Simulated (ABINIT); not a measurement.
# Quasiparticle gap of SiO2 (Stishovite) in ABINIT, part 2 of 3

Wanted: ground state, empty states, screening and self-energy for SiO2 (Stishovite).

ABINIT 10.8.3; LDA and many-body steps on it, plane waves. Known limits of the many-body steps: not at the basis limit; coarse k mesh.

So far. Step 2 (Ground state): The gap is direct, at Γ.

**3. Bands along the symmetry lines**

Level of this step: DFT, LDA, plane waves, norm-conserving pseudopotentials (ABINIT).

Levels along a band path, at the cheap level, show where the edges lie and whether the meshes to come will hold them.

The input, run.abi:

```
acell 3*1.0 Angstrom
rprim 
  4.177300000000 0.000000000000 0.000000000000
  0.000000000000 4.177300000000 0.000000000000
  0.000000000000 0.000000000000 2.665200000000
ntypat 2
znucl 14 8
natom 6
typat 1 1 2 2 2 2
xred 
  0.000000000000 0.000000000000 0.000000000000
  0.500000000000 0.500000000000 0.500000000000
  0.305900000000 0.305900000000 0.000000000000
  0.194100000000 0.805900000000 0.500000000000
  0.694100000000 0.694100000000 0.000000000000
  0.805900000000 0.194100000000 0.500000000000
pp_dirpath "pseudos"
pseudos "Si.upf, O.upf"
ecut 36
iscf -2
irdden 1
kptopt 0
nkpt 75
kpt 
  0.00000000 0.00000000 0.00000000
  0.00000000 0.06250000 0.00000000
  0.00000000 0.12500000 0.00000000
  0.00000000 0.18750000 0.00000000
  0.00000000 0.25000000 0.00000000
  0.00000000 0.31250000 0.00000000
  0.00000000 0.37500000 0.00000000
  0.00000000 0.43750000 0.00000000
  0.00000000 0.50000000 0.00000000
  0.06250000 0.50000000 0.00000000
  0.12500000 0.50000000 0.00000000
  0.18750000 0.50000000 0.00000000
  0.25000000 0.50000000 0.00000000
  0.31250000 0.50000000 0.00000000
  0.37500000 0.50000000 0.00000000
  0.43750000 0.50000000 0.00000000
  0.50000000 0.50000000 0.00000000
  0.43750000 0.43750000 0.00000000
  0.37500000 0.37500000 0.00000000
  0.31250000 0.31250000 0.00000000
  0.25000000 0.25000000 0.00000000
  0.18750000 0.18750000 0.00000000
  0.12500000 0.12500000 0.00000000
  0.06250000 0.06250000 0.00000000
  0.00000000 0.00000000 0.00000000
  0.00000000 0.00000000 0.06250000
  0.00000000 0.00000000 0.12500000
  0.00000000 0.00000000 0.18750000
  0.00000000 0.00000000 0.25000000
  0.00000000 0.00000000 0.31250000
  0.00000000 0.00000000 0.37500000
  0.00000000 0.00000000 0.43750000
  0.00000000 0.00000000 0.50000000
  0.00000000 0.06250000 0.50000000
  0.00000000 0.12500000 0.50000000
  0.00000000 0.18750000 0.50000000
  0.00000000 0.25000000 0.50000000
  0.00000000 0.31250000 0.50000000
  0.00000000 0.37500000 0.50000000
  0.00000000 0.43750000 0.50000000
  0.00000000 0.50000000 0.50000000
  0.06250000 0.50000000 0.50000000
  0.12500000 0.50000000 0.50000000
  0.18750000 0.50000000 0.50000000
  0.25000000 0.50000000 0.50000000
  0.31250000 0.50000000 0.50000000
  0.37500000 0.50000000 0.50000000
  0.43750000 0.50000000 0.50000000
  0.50000000 0.50000000 0.50000000
  0.43750000 0.43750000 0.50000000
  0.37500000 0.37500000 0.50000000
  0.31250000 0.31250000 0.50000000
  0.25000000 0.25000000 0.50000000
  0.18750000 0.18750000 0.50000000
  0.12500000 0.12500000 0.50000000
  0.06250000 0.06250000 0.50000000
  0.00000000 0.00000000 0.50000000
  0.00000000 0.50000000 0.00000000
  0.00000000 0.50000000 0.06250000
  0.00000000 0.50000000 0.12500000
  0.00000000 0.50000000 0.18750000
  0.00000000 0.50000000 0.25000000
  0.00000000 0.50000000 0.31250000
  0.00000000 0.50000000 0.37500000
  0.00000000 0.50000000 0.43750000
  0.00000000 0.50000000 0.50000000
  0.50000000 0.50000000 0.00000000
  0.50000000 0.50000000 0.06250000
  0.50000000 0.50000000 0.12500000
  0.50000000 0.50000000 0.18750000
  0.50000000 0.50000000 0.25000000
  0.50000000 0.50000000 0.31250000
  0.50000000 0.50000000 0.37500000
  0.50000000 0.50000000 0.43750000
  0.50000000 0.50000000 0.50000000
istwfk *1
nband 28
nbdbuf 7
tolwfr 1e-07
nstep 50
prtwf 0
prtvol 0
indata_prefix "in"
outdata_prefix "out"
tmpdata_prefix "tmp"
```

Launch:

```console
> OMP_NUM_THREADS=1 mpirun -n 4 abinit run.abi > log
```

Numbers of over 12 decimals in the logs are rounded to 6 here.

Output:

```text
.Version 10.8.3 of ABINIT. v10.8.2 released Aug 2026.

 Symmetries : space group P4_2/m n m (#136); Bravais tP (primitive tetrag.)
[... echo of the input left out ...]
== DATASET  1 ==================================================================
-   mpi_nproc: 4, omp_nthreads: 1 (-1 if OMP is not activated)

--- !DatasetInfo
iteration_state: {dtset: 1, }
dimensions: {natom: 6, nkpt: 75, mband: 28, nsppol: 1, nspinor: 1, nspden: 1, mpw: 3273, }
cutoff_energies: {ecut:  36.0, pawecutdg:  -1.0, }
electrons: {nelect:   3.20000000E+01, charge:   0.00000000E+00, occopt:   1.00000000E+00, tsmear:   1.00000000E-02, }

 Real(R)+Recip(G) space primitive vectors, cartesian coordinates (Bohr,Bohr^-1):
 R(1)=  7.8939529  0.0000000  0.0000000  G(1)=  0.1266792  0.0000000  0.0000000
 R(2)=  0.0000000  7.8939529  0.0000000  G(2)=  0.0000000  0.1266792  0.0000000
 R(3)=  0.0000000  0.0000000  5.0364981  G(3)=  0.0000000  0.0000000  0.1985507
 Unit cell volume ucvol=  3.1384682E+02 bohr^3
 Angles (23,13,12)=  9.00000000E+01  9.00000000E+01  9.00000000E+01 degrees

 getcut: wavevector=  0.0000  0.0000  0.0000  ngfft=  45  45  30
         ecut(hartree)=     36.000   => boxcut(ratio)=   2.06368

--- Pseudopotential description ------------------------------------------------
- Si Generated using ONCVPSP code by D. R. Hamann
- 14.00000   4.00000  180309                  znucl, zion, pspdat
12 -1012 2 -1 1510                            pspcod,pspxc,lmax,lloc,mmax
     nproj     2     2     2
  pspatm : epsatm=    6.67003958
         --- l  ekb(1:nproj) -->
             0    5.565958    0.856966
             1    2.726111    0.629828
             2   -2.124804   -0.444604
 pspatm: atomic psp has been read  and splines computed

- O Generated using ONCVPSP code by D. R. Hamann
-  8.00000   6.00000  201201                  znucl, zion, pspdat
12 -1012 2 -1 926                             pspcod,pspxc,lmax,lloc,mmax
     nproj     2     2     1
  pspatm : epsatm=    6.27558587
         --- l  ekb(1:nproj) -->
[...]
2   -1.033686
 pspatm: atomic psp has been read  and splines computed

--------------------------------------------------------------------------------

================================================================================
 prteigrs : about to open file out_EIG
 Non-SCF case, kpt    1 (  0.00000  0.00000  0.00000), residuals and eigenvalues=
  4.05E-08  2.61E-08  5.11E-08  2.89E-08  4.66E-08  3.63E-08  4.42E-08  5.92E-08
  6.24E-08  4.22E-08  4.08E-08  6.11E-08  6.17E-08  3.43E-08  3.90E-08  6.40E-08
  3.00E-08  5.90E-08  5.70E-08  4.17E-08  6.48E-08  5.49E-08  1.14E-05  1.31E-05
  2.40E-04  3.76E-03  2.89E-04  1.02E-03
 -5.6576E-01 -4.2781E-01 -4.2781E-01 -4.1921E-01 -1.4497E-01  1.6544E-02
  1.6544E-02  2.1620E-02  5.5407E-02  6.5332E-02  1.3850E-01  1.3850E-01
  1.6186E-01  2.2251E-01  2.2251E-01  2.5573E-01  4.6391E-01  4.9441E-01
[...]
Non-SCF case, kpt   74 (  0.50000  0.50000  0.43750), residuals and eigenvalues=
[...]
Non-SCF case, kpt   75 (  0.50000  0.50000  0.50000), residuals and eigenvalues=
[...]
1.8996E-01  1.8996E-01  1.9827E-01  1.9827E-01  5.1572E-01  5.1572E-01
  6.5303E-01  6.5303E-01  6.7722E-01  6.7722E-01  7.6145E-01  7.6145E-01
[...]
--- !ResultsGS
iteration_state: {dtset: 1, }
comment   : Summary of ground state results
lattice_vectors:
- [  7.8939529,   0.0000000,   0.0000000, ]
- [  0.0000000,   7.8939529,   0.0000000, ]
- [  0.0000000,   0.0000000,   5.0364981, ]
lattice_lengths: [   7.89395,    7.89395,    5.03650, ]
lattice_angles: [ 90.000,  90.000,  90.000, ] # degrees, (23, 13, 12)
lattice_volume:   3.1384682E+02
convergence: {deltae:  0.000E+00, res2:  0.000E+00, residm:  9.970E-08, diffor:  0.000E+00, }
etotal    :  -7.48719969E+01
entropy   :   0.00000000E+00
fermie    :   2.55733456E-01
cartesian_stress_tensor: null
pressure_GPa: null
xred      :
- [  0.0000E+00,   0.0000E+00,   0.0000E+00, Si]
- [  5.0000E-01,   5.0000E-01,   5.0000E-01, Si]
- [  3.0590E-01,   3.0590E-01,   0.0000E+00,  O]
- [  1.9410E-01,   8.0590E-01,   5.0000E-01,  O]
- [  6.9410E-01,   6.9410E-01,   0.0000E+00,  O]
- [  8.0590E-01,   1.9410E-01,   5.0000E-01,  O]
cartesian_forces: null
force_length_stats: {min: null, max: null, mean: null, }

 Integrated electronic density in atomic spheres:
 ------------------------------------------------
 Atom  Sphere_radius  Integrated_density
[...]
================================================================================

 ----iterations are completed or convergence reached----

 Mean square residual over all n,k,spin=   50.054E-09; max=  99.697E-09
 reduced coordinates (array xred) for    6 atoms
[...]
0.694100000000      0.694100000000      0.000000000000
       0.805900000000      0.194100000000      0.500000000000

 cartesian coordinates (angstrom) at end:
[...]
length scales=  1.889726125908  1.889726125908  1.889726125908 bohr
              =  1.000000000000  1.000000000000  1.000000000000 angstroms
 prteigrs : about to open file out_EIG
 Eigenvalues (hartree) for nkpt=  75  k points:
 kpt#   1, nband= 28, wtk=  1.00000, kpt=  0.0000  0.0000  0.0000 (reduced coord)
[...]
kpt#   2, nband= 28, wtk=  1.00000, kpt=  0.0000  0.0625  0.0000 (reduced coord)
[...]
kpt#   3, nband= 28, wtk=  1.00000, kpt=  0.0000  0.1250  0.0000 (reduced coord)
[...]
kpt#  74, nband= 28, wtk=  1.00000, kpt=  0.5000  0.5000  0.4375 (reduced coord)
[...]
0.81569    0.81682    0.82458    0.82608
 kpt#  75, nband= 28, wtk=  1.00000, kpt=  0.5000  0.5000  0.5000 (reduced coord)
[...]
0.08729    0.08729    0.08804    0.08804    0.18996    0.18996    0.19827    0.19827
   0.51572    0.51572    0.65303    0.65303    0.67722    0.67722    0.76145    0.76145
   0.82128    0.82209    0.82997    0.83200

== END DATASET(S) ==============================================================
================================================================================

 -outvars: echo values of variables after computation  --------
            nband          28
             nkpt          75
          spgroup         136
 [... the other variables as echoed above ...]

 Calculation completed.
```

It took 30 s on 4 MPI ranks of Arm Neoverse V1, shared host; peak memory 0.35 GiB.

This step gave:

* gap: 5.665 eV
* k of the valence top: 0, 0, 0
* k of the conduction bottom: 0, 0, 0
* least direct gap: 5.665 eV

The gap is 5.665 eV, as in the run before at this level.

Electronic bands along the path, in eV, zero at the top of the highest filled band:

```tsv
point	band 13	band 14	band 15	band 16	band 17	band 18	band 19	band 20
Γ	-2.55	-0.90	-0.90	0.00	5.66	6.49	8.41	8.41
X	-2.74	-2.74	-1.08	-1.08	7.65	7.65	8.95	8.95
M	-2.71	-2.71	-2.31	-2.31	7.31	7.31	9.92	9.92
Γ	-2.55	-0.90	-0.90	0.00	5.66	6.49	8.41	8.41
Z	-3.14	-3.14	-2.71	-2.71	8.92	8.92	12.42	12.42
R	-2.33	-2.33	-1.78	-1.78	8.61	8.61	9.77	9.77
A	-1.79	-1.79	-1.56	-1.56	7.07	7.07	10.81	10.81
Z	-3.14	-3.14	-2.71	-2.71	8.92	8.92	12.42	12.42
jump to X	-2.74	-2.74	-1.08	-1.08	7.65	7.65	8.95	8.95
R	-2.33	-2.33	-1.78	-1.78	8.61	8.61	9.77	9.77
jump to M	-2.71	-2.71	-2.31	-2.31	7.31	7.31	9.92	9.92
A	-1.79	-1.79	-1.56	-1.56	7.07	7.07	10.81	10.81
```

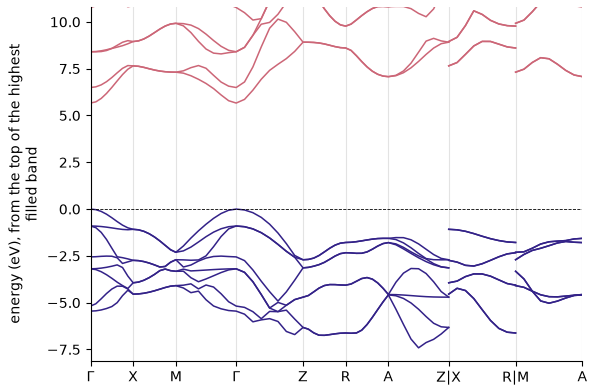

Electronic bands along the path; lines of filled and empty bands in two colours.

**4. Empty states on the mesh, 4×4×4 mesh, 164 bands**

The sums over transitions need many empty states on a uniform mesh; this step solves for them.

The input, run.abi:

```
acell 3*1.0 Angstrom
rprim 
  4.177300000000 0.000000000000 0.000000000000
  0.000000000000 4.177300000000 0.000000000000
  0.000000000000 0.000000000000 2.665200000000
ntypat 2
znucl 14 8
natom 6
typat 1 1 2 2 2 2
xred 
  0.000000000000 0.000000000000 0.000000000000
  0.500000000000 0.500000000000 0.500000000000
  0.305900000000 0.305900000000 0.000000000000
  0.194100000000 0.805900000000 0.500000000000
  0.694100000000 0.694100000000 0.000000000000
  0.805900000000 0.194100000000 0.500000000000
pp_dirpath "pseudos"
pseudos "Si.upf, O.upf"
ecut 36
ngkpt 4 4 4
nshiftk 1
shiftk 0 0 0
kptopt 1
chksymbreak 0
irdden 1
istwfk *1
nband 164
prtvol 0
optdriver 6
gwr_task "HDIAGO"
paral_kgb 0
occopt 1
indata_prefix "in"
outdata_prefix "out"
tmpdata_prefix "tmp"
```

Output:

```text
[banner, memory and clock lines left out]
.Version 10.8.3 of ABINIT. v10.8.2 released Aug 2026.

 Symmetries : space group P4_2/m n m (#136); Bravais tP (primitive tetrag.)
[... echo of the input left out ...]
== DATASET  1 ==================================================================
-   mpi_nproc: 4, omp_nthreads: 1 (-1 if OMP is not activated)

--- !DatasetInfo
iteration_state: {dtset: 1, }
dimensions: {natom: 6, nkpt: 18, mband: 164, nsppol: 1, nspinor: 1, nspden: 1, mpw: 3273, }
cutoff_energies: {ecut:  36.0, pawecutdg:  -1.0, }
electrons: {nelect:   3.20000000E+01, charge:   0.00000000E+00, occopt:   1.00000000E+00, tsmear:   1.00000000E-02, }

.Using double precision arithmetic; gwpc =  8

- Reading GS density from: in_DEN

--- Pseudopotential description ------------------------------------------------
- Si Generated using ONCVPSP code by D. R. Hamann
- 14.00000   4.00000  180309                  znucl, zion, pspdat
12 -1012 2 -1 1510                            pspcod,pspxc,lmax,lloc,mmax
     nproj     2     2     2
  pspatm : epsatm=    6.67003958
         --- l  ekb(1:nproj) -->
             0    5.565958    0.856966
             1    2.726111    0.629828
             2   -2.124804   -0.444604
 pspatm: atomic psp has been read  and splines computed

- O Generated using ONCVPSP code by D. R. Hamann
-  8.00000   6.00000  201201                  znucl, zion, pspdat
12 -1012 2 -1 926                             pspcod,pspxc,lmax,lloc,mmax
     nproj     2     2     1
  pspatm : epsatm=    6.27558587
         --- l  ekb(1:nproj) -->
             0    6.026028    0.816167
             1   -4.798959   -1.172522
             2   -1.033686
 pspatm: atomic psp has been read  and splines computed

   1.23015752E+03                                ecore*ucvol(ha*bohr**3)

 Total charge density [el/Bohr^3]
)     Maximum=    1.0144E+00  at reduced coord.    0.2444    0.8444    0.5000
)     Minimum=    8.4002E-04  at reduced coord.    0.0000    0.0000    0.0000
   Integrated=    3.2000E+01

 === KS gaps after direct diagonalization ===
 Direct band gap semiconductor
 Fundamental gap:     5.665 (eV)
   VBM:     6.959 (eV) at k: [ 0.0000E+00,  0.0000E+00,  0.0000E+00]
   CBM:    12.624 (eV) at k: [ 0.0000E+00,  0.0000E+00,  0.0000E+00]
 Direct gap:         5.665 (eV) at k: [ 0.0000E+00,  0.0000E+00,  0.0000E+00]

== END DATASET(S) ==============================================================

 -outvars: echo values of variables after computation  --------
           etotal      0.0000000000E+00
            nband         164
             nkpt          18
          spgroup         136
 [... the other variables as echoed above ...]

 Calculation completed.
```

The job ended after 2.3 min (4 MPI ranks; peak memory 2.5 GiB).

This step gave:

| Item | Value |
| --- | --- |
| gap | 5.665 eV |
| k of the valence top | 0, 0, 0 |
| k of the conduction bottom | 0, 0, 0 |
| least direct gap | 5.665 eV |
| k points computed | 18 |
| lowest point of the top converged band, above the valence top | 106.2432 eV |

On this mesh the gap is 5.665 eV.

**5. Screening, 4×4×4 mesh, 156 bands, screening to 179.6 eV**

The RPA dielectric matrix is built and inverted for each q.

This step: RPA screening on LDA, plane waves, norm-conserving pseudopotentials.

run.abi: that of step 4 with these lines changed.

```diff
@@ -24,10 +24,11 @@
 chksymbreak 0
-irdden 1
 istwfk *1
-nband 164
-prtvol 0
-optdriver 6
-gwr_task "HDIAGO"
-paral_kgb 0
 occopt 1
+irdwfk 1
+optdriver 3
+nband 156
+ecuteps 6.6
+inclvkb 2
+awtr 1
+symchi 1
 indata_prefix "in"
```

Output:

```text
.Version 10.8.3 of ABINIT. v10.8.2 released Aug 2026.

 Symmetries : space group P4_2/m n m (#136); Bravais tP (primitive tetrag.)
[... echo of the input left out ...]
== DATASET  1 ==================================================================
-   mpi_nproc: 4, omp_nthreads: 1 (-1 if OMP is not activated)

--- !DatasetInfo
iteration_state: {dtset: 1, }
dimensions: {natom: 6, nkpt: 18, mband: 156, nsppol: 1, nspinor: 1, nspden: 1, mpw: 3273, }
cutoff_energies: {ecut:  36.0, pawecutdg:  -1.0, }
electrons: {nelect:   3.20000000E+01, charge:   0.00000000E+00, occopt:   1.00000000E+00, tsmear:   1.00000000E-02, }

 SCREENING: Calculation of the susceptibility and dielectric matrices

 Based on a program developped by R.W. Godby, V. Olevano, G. Onida, and L. Reining.
 Incorporated in ABINIT by V. Olevano, G.-M. Rignanese, and M. Torrent.
.Using double precision arithmetic ; gwpc =  8

[... cell and pseudopotentials left out ...]
--------------------------------------------------------------------------------

 ==== K-mesh for the wavefunctions ====
 Number of points in the irreducible wedge :    18
[... list of points left out ...]
 Together with 16 symmetry operations and time-reversal symmetry
 yields    64 points in the full Brillouin Zone.

 ==== Q-mesh for the screening function ====
 Number of points in the irreducible wedge :    18
[... list of points left out ...]
 Together with 16 symmetry operations and time-reversal symmetry
 yields    64 points in the full Brillouin Zone.

 setmesh: FFT mesh size selected  =    32x   32x   20
          total number of points  =        20480

 vcoul_init : cutoff-mode = AUXILIARY_FUNCTION
 q-points for optical limit:   1
     1)      0.000010    0.000020    0.000030

- screening: taking advantage of time-reversal symmetry
- Maximum band index for partially occupied states nbvw = 16
- Remaining bands to be divided among processors   nbcw = 140
- Number of bands treated by each node ~35

 Number of electrons calculated from density =   32.0000; Expected =   32.0000
 average of density, n =  0.101961
 r_s =    1.3279
 omega_plasma =   30.8015 [eV]

 calculating chi0 at frequencies [eV] :
  1    0.000000E+00    0.000000E+00
  2    0.000000E+00    3.080149E+01

--------------------------------------------------------------------------------
  q-point number  1        q = ( 0.000000, 0.000000, 0.000000) [r.l.u.]
--------------------------------------------------------------------------------
[... chi0 elements left out ...]
 For q-point:  0.000010 0.000020 0.000030
  dielectric constant =   3.4340
  dielectric constant without local fields =   3.7063

  Average fulfillment of the sum rule on Im[epsilon] for q-point    1 :     76.57  [%]
[... wings left out ...]
  q-point number  2        q = ( 0.250000, 0.000000, 0.000000) [r.l.u.]
--------------------------------------------------------------------------------
[... chi0 elements left out ...]
  Average fulfillment of the sum rule on Im[epsilon] for q-point    2 :     85.59  [%]

 [... 16 further q-points ...]
```

Elapsed: 2.7 min, on 4 MPI ranks; peak memory 1.7 GiB; 11 min of CPU time.

Numbers from this step:

| Property | Result |
| --- | --- |
| ε∞ with local fields, on this mesh, along the program's q direction | 3.434 |
| the same without local fields | 3.706 |
| plasma frequency | 30.80 eV |
| plane waves in the screening matrix | 265 |

Local fields lower ε∞ by 7 %. On a Γ-centred mesh this coarse the value itself is usually too large, while a short band sum pulls it down.

(Continued in part 3 of 3.)

[Paths, hosts, dates, memory and timing lines, banners, echoed tables and standing remarks are left out of the program output.]

[Logs are printed without paths, hosts, clocks, repeated set-up lines and the standing remarks that a program may print on its own settings, such as how far it seeks lower states.]

[Runs of the session that timed out or met a known fault of the program may be left out.]

[Hosts, paths, dates, database ids (printed as entryN), source tags and the programs' standing remarks are cut or masked in the printed files.]

[G0W0 gaps are taken among the corrected bands and points alone; a level outside them can change the order at an edge.]

[Where Ansatz stands beside ABINIT at settings called matched, ABINIT's density can come from a denser mesh and the files from another edition; pairs whose starting gaps differed by over 0.03 eV were left out, so agreement reads better than it is.]
